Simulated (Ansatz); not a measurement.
## Electronic structure of C2H5AlBClO in real space

The calculation's input:

```
crystal:
  periodic: [false, false, false]
  atoms:
    - { symbol: Al, position_ang: [0.719, -1.8997, -0.2273] }
    - { symbol: C, position_ang: [-0.4287, -0.2347, -0.6559] }
    - { symbol: B, position_ang: [0.3697, 1.1252, -0.5301] }
    - { symbol: C, position_ang: [-0.635, 1.3084, 0.607] }
    - { symbol: Cl, position_ang: [0.0082, 1.364, 2.2232] }
    - { symbol: O, position_ang: [-1.3099, 0.0762, 0.3817] }
    - { symbol: H, position_ang: [1.5419, -1.9094, 1.1187] }
    - { symbol: H, position_ang: [0.6222, -3.1213, -1.1911] }
    - { symbol: H, position_ang: [-0.9585, -0.2806, -1.5836] }
    - { symbol: H, position_ang: [1.557, 1.3796, -0.548] }
    - { symbol: H, position_ang: [-1.4206, 2.1352, 0.426] }
basis:
  gaussian: { orbitals: def2-SVP }
hamiltonian:
  xc: b3lyp
relax:
  f_tol: 0.02
  max_steps: 50
output:
  orbitals: {}
```

Command:

```sh
ansatz run input.yaml --threads 2 --pin off --max-ram 3072MiB --backend cpu --events-out ev --progress --plain --runs-dir out
```

The fields are those of the relaxed geometry.

Level of theory: Ansatz, RKS B3LYP/def2-SVP.

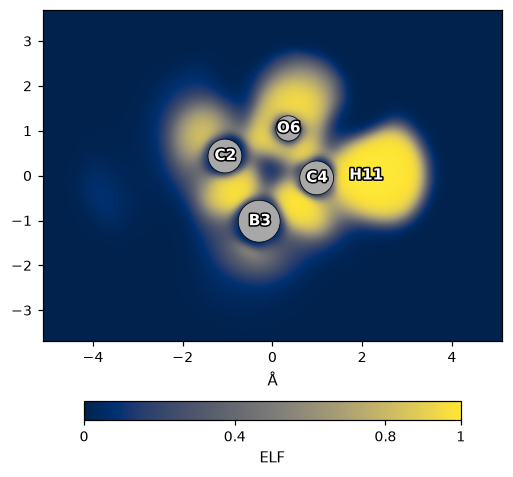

Figure 1. ELF on the plane of atoms C2, O6 and C4. Grey discs cover the atomic cores.

> Interpret the plot.

- The section cuts through C, B, O and H sites.
- C–O (1.27 Å): the ELF peaks at about 0.90 between the atoms; a shared but strongly polarised pair.
- C–B (1.61 Å): the ELF peaks at about 0.95 between the atoms: localised, covalent bonding.
- C–H (1.10 Å): the ELF climbs to about 1 towards the hydrogen, as it does in any bond to H (an ordinary covalent bond to hydrogen).
- The ELF also peaks beside O6, away from the bonds: lone-pair regions.

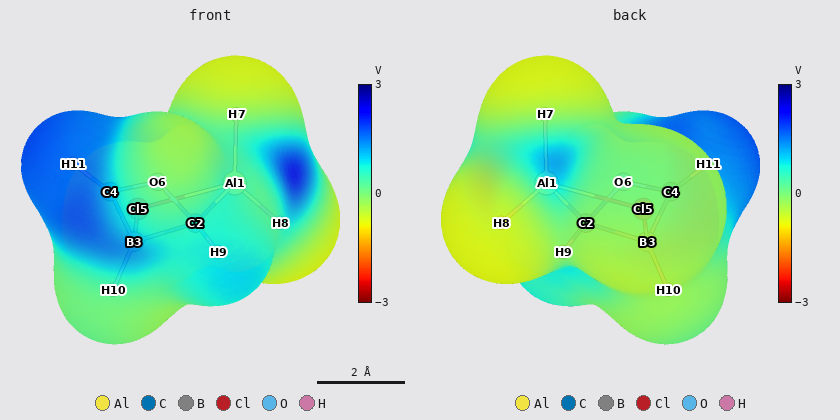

Figure 2. The molecular electrostatic potential painted on the density surface at 0.002 e/bohr³, seen from the front and from behind; red is negative and blue positive.

> Where is the surface potential most negative and most positive?

The most negative region (about −0.8 V) lies over H8, the most positive (about +2.0 V) over Al1.

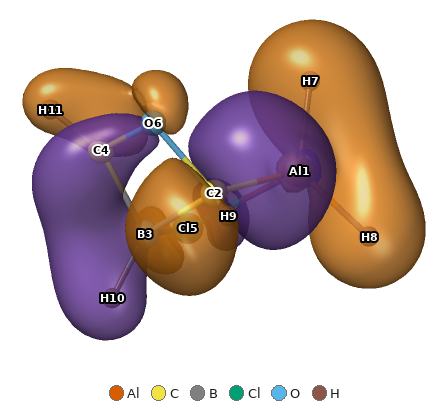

Figure 3. The HOMO at ±0.06 Å⁻³ᐟ² (orange and purple are the two phases), seen at a tilt.

> Where does this orbital lie, and at what energy?

Its weight (Hirshfeld) is mainly on C2 (about 40 %), Al1 (about 15 %), B3 (about 10 %), H7 (about 5 %) and C4 (about 5 %). Its energy is −7.32 eV.
